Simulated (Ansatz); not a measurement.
# AlH+ (doublet): wave-function methods side by side at distance Al1–H2 = 1.757 Å, cc-pVQZ

How much of the correlation energy of AlH+ (doublet) does each wave-function method recover here?

The runs use Ansatz 0.2.0, Gaussian basis; cc-pVQZ, core rule «outside noble gas», up to 5 orbitals frozen.

To be run: UHF; CCSD(T) on ROHF; CCSD(T) on UHF; BCCD(T) on ROHF; CCSDT on ROHF; CCSDT on UHF; CASSCF and MRCISD+Q, 3 electrons in 5 orbitals; CASSCF and NEVPT2, 3 electrons in 5 orbitals; Full CI.

27 further runs of the same task are left out: 4 for a known fault of the program, 17 that didn't finish, 6 set aside as unsound or not needed.

## Step 1: The system

The geometry derives from a PBE0/def2-TZVP stationary point (not a proven minimum). One bond is set to the value named and the two fragments are kept rigid.

2 atoms, charge 1, spin multiplicity 2.

Atoms are counted from 1 here; the program's logs count them from 0.

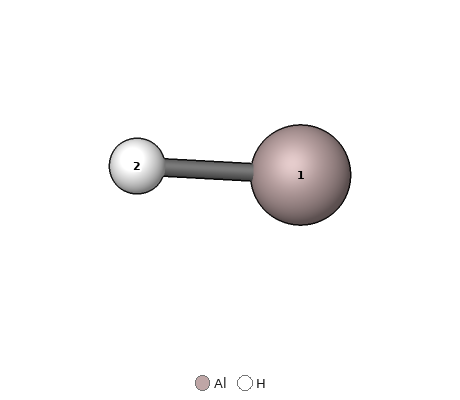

The structure; aluminium light grey, hydrogen white; atoms are numbered from 1 in the order of the file.

As a file:

```xyz
2

Al    0.00000    0.00000    0.00000
H     0.00000    0.00000    1.75700
```

In the tables R marks a restricted open-shell determinant and U an unrestricted one; 'valence' is the active space of 3 electrons in 5 orbitals; energies count from the table's Hartree-Fock row.

## Step 2: UHF

File in.yaml:

```yaml
crystal:
  periodic: [false, false, false]
  atoms:
    - {symbol: Al, position_ang: [0.000000, 0.000000, 0.000000]}
    - {symbol: H, position_ang: [0.000000, 0.000000, 1.757000]}
basis:
  gaussian: {orbitals: cc-pVQZ}
total_charge: 1
magnetization: {spin_polarized: true, initial_magnetization: 1}
hamiltonian: {xc: hf}
output: {orbitals: {seedname: orbitals}}
```

Command:

```
$ ansatz run in.yaml --threads 1 --pin off --events-out ev --progress --plain --max-ram 2393MiB
```

The log of the run:

```text
Functional definition: HF
  name "HF"
  cite "Fock, Z. Phys. 61, 126 (1930) doi:10.1007/BF01340294"
  parent pbe
  exchange = exact_x
  correlation = 0
430 factors; their error is unknown
mean field evaluation 1: about -6589.6854 eV, gradient 5.9e0 eV
mean field evaluation 2: about -6590.1634 eV, gradient 2.2e0 eV
mean field evaluation 4: about -6590.2795 eV, gradient 1.8e-1 eV
mean field evaluation 8: about -6590.4359 eV, gradient 3.3e-2 eV
mean field -6590.43597647 eV, -242.1940549774 hartree, gradient 2.4e-5 eV, S^2 0.802489; 0 other end points of the search recorded, 0 dependent functions left out
reference -6590.43597647 eV, -242.1940549774 hartree; 7, 6 occupied and 82, 83 virtual orbitals, 430 factors
Total energy: -6590.43597647 eV, -242.1940549774 hartree
```

Run time: 0.27 s. Hardware: 1 thread of Arm Neoverse V2, shared host.

From the report: ⟨S²⟩ of the determinant 0.802 (pure doublet: 0.75).

## Step 3: CCSD(T) on ROHF

File in.yaml:

```yaml
crystal:
  periodic: [false, false, false]
  atoms:
    - {symbol: Al, position_ang: [0.000000, 0.000000, 0.000000]}
    - {symbol: H, position_ang: [0.000000, 0.000000, 1.757000]}
basis:
  gaussian: {orbitals: cc-pVQZ}
total_charge: 1
magnetization: {spin_polarized: false, initial_magnetization: 1}
correlation: {method: ccsd_t, electrons: outside_noble_gas}
```

The command is unchanged.

The log of the run, cut to the lines that bear on the results:

```text
Functional definition: HF
  name "HF"
  cite "Fock, Z. Phys. 61, 126 (1930) doi:10.1007/BF01340294"
  parent pbe
[...]
522 factors; integrals over basis functions are off by at most 1.3e-3 eV
[...]
mean field -6590.23506351 eV, -242.1866715623 hartree, gradient 4.4e-6 eV, S^2 0.750000; 0 other end points of the search recorded, 0 dependent functions left out
5 core orbitals not correlated: weight in the atoms' cores, before any rotation towards them, 1.000 or more for the frozen orbitals, at most 0.000 for the correlated occupied ones
reference -6590.23506351 eV, -242.1866715623 hartree; 2, 1 occupied and 82, 83 virtual orbitals, 522 factors
second order -1.05074516 eV of doubles, -0.05930103 eV of singles
cycle   1  -1.31370920 eV  change   -2.0e-1 eV  update   5.3e-2
[...]
cycle  11  -1.49955414 eV  change    6.8e-7 eV  update   7.2e-7
perturbative correction -0.02856218 eV, -0.0010496408 hartree
Total energy: -6591.76317984 eV, -242.2428288014 hartree
```

Wall time 1.6 s (1 thread of Arm Neoverse V2, shared host); peak memory 0.34 GiB.

From the report: correlation -1.5281 eV; T1 0.060; largest double amplitude 0.09.

## Step 4: CCSD(T) on UHF

Changes to in.yaml since step 3:

```diff
@@ -8,3 +8,3 @@
 total_charge: 1
-magnetization: {spin_polarized: false, initial_magnetization: 1}
+magnetization: {spin_polarized: true, initial_magnetization: 1}
 correlation: {method: ccsd_t, electrons: outside_noble_gas}
```

Same command.

The log of the run, cut to the lines that bear on the results:

```text
Functional definition: HF
  name "HF"
  cite "Fock, Z. Phys. 61, 126 (1930) doi:10.1007/BF01340294"
  parent pbe
[...]
522 factors; integrals over basis functions are off by at most 1.3e-3 eV
[...]
mean field -6590.43632351 eV, -242.1940677308 hartree, gradient 1.8e-6 eV, S^2 0.802488; 0 other end points of the search recorded, 0 dependent functions left out
5 core orbitals not correlated: weight in the atoms' cores, before any rotation towards them, 1.000 or more for the frozen orbitals, at most 0.000 for the correlated occupied ones
reference -6590.43632351 eV, -242.1940677308 hartree; 2, 1 occupied and 82, 83 virtual orbitals, 522 factors
second order -0.93895540 eV of doubles, -0.00000000 eV of singles
cycle   1  -1.12998134 eV  change   -1.9e-1 eV  update   5.1e-2
[...]
cycle  11  -1.31115558 eV  change   -2.3e-7 eV  update   1.4e-6
perturbative correction -0.01806498 eV, -0.0006638757 hartree
Total energy: -6591.76554407 eV, -242.2429156855 hartree
```

Wall time 1.4 s (1 thread of Arm Neoverse V2, shared host); peak memory 0.34 GiB.

From the report: ⟨S²⟩ of the determinant 0.802 (pure doublet: 0.75); correlation -1.3292 eV; T1 0.028; largest double amplitude 0.09.

## Step 5: BCCD(T) on ROHF

Changes to in.yaml since step 4:

```diff
@@ -8,3 +8,3 @@
 total_charge: 1
-magnetization: {spin_polarized: true, initial_magnetization: 1}
-correlation: {method: ccsd_t, electrons: outside_noble_gas}
+magnetization: {spin_polarized: false, initial_magnetization: 1}
+correlation: {method: bccd_t, electrons: outside_noble_gas}
```

The command is unchanged.

The log of the run, cut to the lines that bear on the results:

```text
Functional definition: HF
  name "HF"
  cite "Fock, Z. Phys. 61, 126 (1930) doi:10.1007/BF01340294"
  parent pbe
[...]
522 factors; integrals over basis functions are off by at most 1.3e-3 eV
[...]
mean field -6590.23506351 eV, -242.1866715623 hartree, gradient 4.4e-6 eV, S^2 0.750000; 0 other end points of the search recorded, 0 dependent functions left out
5 core orbitals not correlated: weight in the atoms' cores, before any rotation towards them, 1.000 or more for the frozen orbitals, at most 0.000 for the correlated occupied ones
reference -6590.23506351 eV, -242.1866715623 hartree; 2, 1 occupied and 82, 83 virtual orbitals, 522 factors
second order -1.05074516 eV of doubles, -0.05930103 eV of singles
cycle   1  -1.33858870 eV  change   -2.3e-1 eV  update   5.4e-2
[...]
cycle  11  -1.50721187 eV  change    1.1e-6 eV  update   2.7e-6
perturbative correction -0.02176366 eV, -0.0007997996 hartree
Total energy: -6591.76403904 eV, -242.2428603766 hartree
```

Run time: 2.1 s. Hardware: 1 thread of Arm Neoverse V2, shared host; peak memory 0.4 GiB.

From the report: correlation -1.5290 eV; largest double amplitude 0.09.

## Step 6: CCSDT on ROHF

Changes to in.yaml since step 5:

```diff
@@ -9,2 +9,2 @@
 magnetization: {spin_polarized: false, initial_magnetization: 1}
-correlation: {method: bccd_t, electrons: outside_noble_gas}
+correlation: {method: ccsdt, electrons: outside_noble_gas}
```

Same command.

The log of the run, cut to the lines that bear on the results:

```text
Functional definition: HF
  name "HF"
  cite "Fock, Z. Phys. 61, 126 (1930) doi:10.1007/BF01340294"
  parent pbe
[...]
972 factors; integrals over basis functions are off by at most 2.4e-7 eV
[...]
mean field -6590.23506406 eV, -242.1866715824 hartree, gradient 6.4e-6 eV, S^2 0.750000; 0 other end points of the search recorded, 0 dependent functions left out
5 core orbitals not correlated: weight in the atoms' cores, before any rotation towards them, 1.000 or more for the frozen orbitals, at most 0.000 for the correlated occupied ones
reference -6590.23506406 eV, -242.1866715824 hartree; 2, 1 occupied and 82, 83 virtual orbitals, 972 factors
second order -1.05075783 eV of doubles, -0.05930109 eV of singles
cycle   1  -1.31370913 eV  change   -2.0e-1 eV  update   5.4e-2
[...]
cycle  13  -1.53635863 eV  change    1.2e-7 eV  update   2.5e-7
Total energy: -6591.77142269 eV, -242.2431317208 hartree
```

It took 28 s on 1 thread of Arm Neoverse V2, shared host; peak memory 0.93 GiB.

From the report: correlation -1.5364 eV; T1 0.063; largest double amplitude 0.10.

## Step 7: CCSDT on UHF

Changes to in.yaml since step 6:

```diff
@@ -8,3 +8,3 @@
 total_charge: 1
-magnetization: {spin_polarized: false, initial_magnetization: 1}
+magnetization: {spin_polarized: true, initial_magnetization: 1}
 correlation: {method: ccsdt, electrons: outside_noble_gas}
```

Same command.

The log of the run, cut to the lines that bear on the results:

```text
Functional definition: HF
  name "HF"
  cite "Fock, Z. Phys. 61, 126 (1930) doi:10.1007/BF01340294"
  parent pbe
[...]
972 factors; integrals over basis functions are off by at most 2.4e-7 eV
[...]
mean field -6590.43632428 eV, -242.1940677592 hartree, gradient 1.5e-6 eV, S^2 0.802489; 0 other end points of the search recorded, 0 dependent functions left out
5 core orbitals not correlated: weight in the atoms' cores, before any rotation towards them, 1.000 or more for the frozen orbitals, at most 0.000 for the correlated occupied ones
reference -6590.43632428 eV, -242.1940677592 hartree; 2, 1 occupied and 82, 83 virtual orbitals, 972 factors
second order -0.93896895 eV of doubles, -0.00000000 eV of singles
cycle   1  -1.12998292 eV  change   -1.9e-1 eV  update   5.2e-2
[...]
cycle  14  -1.33629104 eV  change    1.1e-7 eV  update   8.2e-8
Total energy: -6591.77261532 eV, -242.2431755491 hartree
```

It took 29 s on 1 thread of Arm Neoverse V2, shared host; peak memory 0.93 GiB.

From the report: ⟨S²⟩ of the determinant 0.802 (pure doublet: 0.75); correlation -1.3363 eV; T1 0.028; largest double amplitude 0.09.

## Step 8: CASSCF and MRCISD+Q, 3 electrons in 5 orbitals

File in.yaml:

```yaml
crystal:
  periodic: [false, false, false]
  atoms:
    - {symbol: Al, position_ang: [0.000000, 0.000000, 0.000000]}
    - {symbol: H, position_ang: [0.000000, 0.000000, 1.757000]}
basis:
  gaussian: {orbitals: cc-pVQZ}
total_charge: 1
magnetization: {spin_polarized: false, initial_magnetization: 1}
correlation: {method: fic_mrcisd_q, electrons: outside_noble_gas, active_space: {window: {electrons: 3, orbitals: 5}, shells: [{species: Al, l: s, shell: 3}, {species: Al, l: p, shell: 3}, {species: H, l: s, shell: 1}]}}
```

The command is unchanged.

The log of the run, cut to the lines that bear on the results:

```text
Functional definition: HF
  name "HF"
  cite "Fock, Z. Phys. 61, 126 (1930) doi:10.1007/BF01340294"
  parent pbe
[...]
972 factors; integrals over basis functions are off by at most 2.4e-7 eV
[...]
mean field -6590.23506406 eV, -242.1866715824 hartree, gradient 6.4e-6 eV, S^2 0.750000; 0 other end points of the search recorded, 0 dependent functions left out
reference -6590.23506406 eV, -242.1866715824 hartree; 7, 6 occupied and 82, 83 virtual orbitals, 972 factors
state -6591.22676073 eV, -242.2231157627 hartree
contracted CI cycle   1: correlation 0.00000000 eV, 0.0000000000 hartree, residual 5.95e0 eV
contracted CI cycle   2: correlation -0.49766293 eV, -0.0182887753 hartree, residual 1.62e0 eV
contracted CI cycle   3: correlation -0.52641361 eV, -0.0193453435 hartree, residual 3.61e-1 eV
contracted CI cycle   4: correlation -0.52799104 eV, -0.0194033129 hartree, residual 8.91e-2 eV
contracted CI cycle   5: correlation -0.52807458 eV, -0.0194063829 hartree, residual 2.19e-2 eV
contracted CI cycle   6: correlation -0.52807943 eV, -0.0194065610 hartree, residual 5.11e-3 eV
contracted CI cycle   7: correlation -0.52807971 eV, -0.0194065713 hartree, residual 1.25e-3 eV
contracted CI cycle   8: correlation -0.52807972 eV, -0.0194065719 hartree, residual 2.51e-4 eV
state -6591.22676073 eV, -242.2231157627 hartree; corrected -6591.76177751 eV, -242.2427772670 hartree
Total energy: -6591.76177751 eV, -242.2427772670 hartree
Checks for a lower state left out: starts, orbital_swaps
```

Wall time 2.4 s (1 thread of Arm Neoverse V2, shared host).

From the report: 15 determinants; active occupations 1.92, 0.99, 0.04, 0.02, 0.02.

## Step 9: CASSCF and NEVPT2, 3 electrons in 5 orbitals

File in.yaml:

```yaml
crystal:
  periodic: [false, false, false]
  atoms:
    - {symbol: Al, position_ang: [0.000000, 0.000000, 0.000000]}
    - {symbol: H, position_ang: [0.000000, 0.000000, 1.757000]}
basis:
  gaussian: {orbitals: cc-pVQZ}
total_charge: 1
magnetization: {spin_polarized: false, initial_magnetization: 1}
correlation: {method: sc_nevpt2, electrons: outside_noble_gas, active_space: {window: {electrons: 3, orbitals: 5}, shells: [{species: Al, l: s, shell: 3}, {species: Al, l: p, shell: 3}, {species: H, l: s, shell: 1}]}}
```

Launched as before.

The log of the run:

```text
Functional definition: HF
  name "HF"
  cite "Fock, Z. Phys. 61, 126 (1930) doi:10.1007/BF01340294"
  parent pbe
  exchange = exact_x
  correlation = 0
972 factors; integrals over basis functions are off by at most 2.4e-7 eV
mean field evaluation 1: about -6589.8795 eV, gradient 5.3e0 eV
mean field evaluation 2: about -6589.8796 eV, gradient 5.3e0 eV
mean field evaluation 4: about -6590.1768 eV, gradient 8.1e-1 eV
mean field evaluation 8: about -6590.2348 eV, gradient 7.6e-2 eV
mean field -6590.23506406 eV, -242.1866715824 hartree, gradient 6.4e-6 eV, S^2 0.750000; 0 other end points of the search recorded, 0 dependent functions left out
reference -6590.23506406 eV, -242.1866715824 hartree; 7, 6 occupied and 82, 83 virtual orbitals, 972 factors
state -6591.22676073 eV, -242.2231157627 hartree
state -6591.22676073 eV, -242.2231157627 hartree; corrected -6591.61902963 eV, -242.2375313790 hartree
Total energy: -6591.61902963 eV, -242.2375313790 hartree
Checks for a lower state left out: starts, orbital_swaps
```

It took 1.5 s on 1 thread of Arm Neoverse V2, shared host.

From the report: 15 determinants; active occupations 1.92, 0.99, 0.04, 0.02, 0.02.

## Step 10: Full CI

File in.yaml:

```yaml
crystal:
  periodic: [false, false, false]
  atoms:
    - {symbol: Al, position_ang: [0.000000, 0.000000, 0.000000]}
    - {symbol: H, position_ang: [0.000000, 0.000000, 1.757000]}
basis:
  gaussian: {orbitals: cc-pVQZ}
total_charge: 1
magnetization: {spin_polarized: false, initial_magnetization: 1}
correlation: {method: fci, electrons: outside_noble_gas}
```

Same command.

The log of the run:

```text
Functional definition: HF
  name "HF"
  cite "Fock, Z. Phys. 61, 126 (1930) doi:10.1007/BF01340294"
  parent pbe
  exchange = exact_x
  correlation = 0
972 factors; integrals over basis functions are off by at most 2.4e-7 eV
mean field evaluation 1: about -6589.8795 eV, gradient 5.3e0 eV
mean field evaluation 2: about -6589.8796 eV, gradient 5.3e0 eV
mean field evaluation 4: about -6590.1768 eV, gradient 8.1e-1 eV
mean field evaluation 8: about -6590.2348 eV, gradient 7.6e-2 eV
mean field -6590.23506406 eV, -242.1866715824 hartree, gradient 6.4e-6 eV, S^2 0.750000; 0 other end points of the search recorded, 0 dependent functions left out
mean field evaluation 16: about -6589.8411 eV, gradient 6.0e0 eV
5 core orbitals not correlated: weight in the atoms' cores, before any rotation towards them, 1.000 or more for the frozen orbitals, at most 0.000 for the correlated occupied ones
reference -6590.23506406 eV, -242.1866715824 hartree; 2, 1 occupied and 82, 83 virtual orbitals, 972 factors
state -6591.77140040 eV, -242.2431309015 hartree
Total energy: -6591.77140040 eV, -242.2431309015 hartree
```

Run time: 4.3 s. Hardware: 1 thread of Arm Neoverse V2, shared host.

From the report: 76,124 determinants, symmetry A1.

## Step 11: How many determinants matter

Natural occupations of the FCI state about the gap (report; correlated orbitals 1 to 10): 1.918, 0.987, 0.036, 0.020, 0.020, 0.005, 0.005, 0.005, 0.002, 0.001. The count of effectively unpaired electrons, Σ n²(2 − n)², is 1.03; a single determinant of this spin has 1.

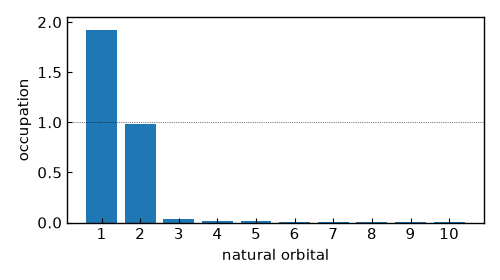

Natural occupations of the FCI state.

## Step 12: Misses and costs

The yardstick is full CI for this spin, exact in this basis with these frozen cores. Rows without a time come out of other runs: HF, MP2 and CCSD of CCSD(T), CCSDT of CCSDT(Q), CASSCF and MRCISD of the multireference runs.

Differences are taken before rounding.

```
          method  energy from the lowest RHF (meV)  from FCI (meV)   time
             RHF                               0.0         +1536.3       
             UHF                            -201.3         +1335.1       
            RMP2                           -1110.0          +426.3       
            UMP2                           -1140.2          +396.1       
           RCCSD                           -1499.6           +36.8       
           UCCSD                           -1512.4           +23.9       
        RCCSD(T)                           -1528.1            +8.2  1.6 s
        UCCSD(T)                           -1530.5            +5.9  1.4 s
         BCCD(T)                           -1529.0            +7.4  2.1 s
          RCCSDT                           -1536.4             0.0   28 s
          UCCSDT                           -1537.6            -1.2   29 s
  CASSCF valence                            -991.7          +544.6       
  NEVPT2 valence                           -1384.0          +152.4  1.5 s
  MRCISD valence                           -1519.8           +16.6       
MRCISD+Q valence                           -1526.7            +9.6  2.4 s
             FCI                           -1536.3               0  4.3 s
```

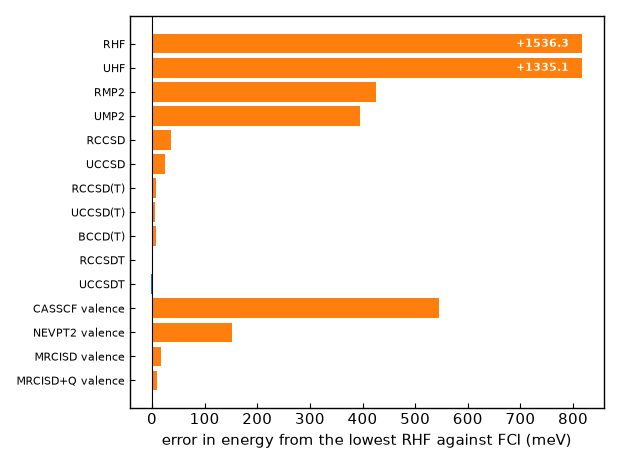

Deviations from FCI, method by method. Bars with a number in them are cut short.

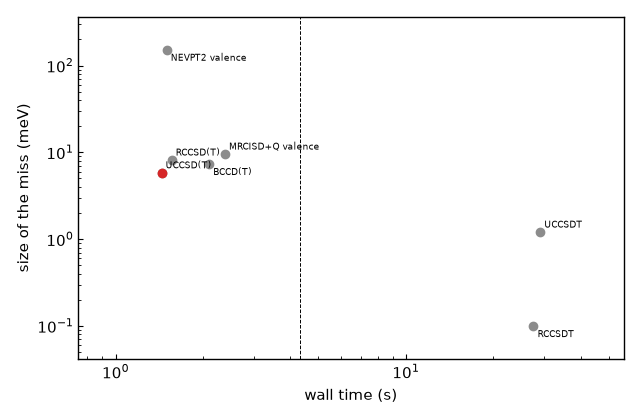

Miss against cost. Red marks the levels that no quicker level drawn beats (of those quicker than the yardstick), and the dashed line is the time of FCI. Misses under 0.1 meV are drawn at that value. Times are from a shared host.

## Step 13: Summary of results

| quantity | value |
| --- | --- |
| FCI below the RHF energy | -1.5363 eV |
| RMP2 from FCI | +426.3 meV |
| UMP2 from FCI | +396.1 meV |
| RCCSD from FCI | +36.8 meV |
| RCCSD(T) from FCI | +8.2 meV |
| UCCSD(T) from FCI | +5.9 meV |
| NEVPT2 valence from FCI | +152.4 meV |
| MRCISD+Q valence from FCI | +9.6 meV |
| levels within 1 kcal/mol (43 meV) | RCCSD, UCCSD, RCCSD(T), UCCSD(T), BCCD(T), RCCSDT, UCCSDT, MRCISD valence, MRCISD+Q valence |
| T1 diagnostic | 0.060 |
| effectively unpaired electrons | 1.03 |

What this shows: RCCSD(T) misses by +8.2 meV, 0.5 % of the correlation energy. The occupations are near whole numbers, but T1 = 0.060 shows that the orbitals relax strongly. Of the multireference levels listed MRCISD+Q valence comes nearest in total energy (+9.6 meV), which doesn't show that its space is the better one. These misses are within one basis, not against nature; the frozen cores of restricted and unrestricted runs differ, which can shift their rows.

For cost: UCCSD(T) gets within 5.9 meV in 1.4 s, where FCI took 4.3 s.
